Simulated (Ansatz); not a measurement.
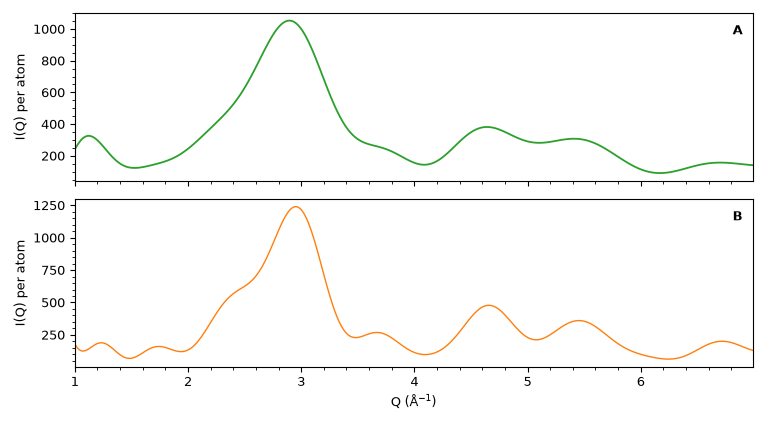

X-ray scattering of spheres cut from the crystal structure of Zn (P6_3/mmc, a = 2.636 Å, b = 2.636 Å, c = 5.105 Å, α = 90.00°, β = 90.00°, γ = 120.00°), calculated atom by atom with the Debye equation (B = 0.5 Å², no relaxation of the surface). It is based on coordinates from a relaxation at fixed volume with DFT PBE, spin-orbit coupling, plane waves, PAW in Ansatz.

Question: The spheres are 10 and 14 Å across. Which curve is which?

Answer: curve A: 10 Å (37 atoms); curve B: 14 Å (99 atoms). Peak widths go roughly as 2π/D, so the largest sphere has the sharpest peaks.
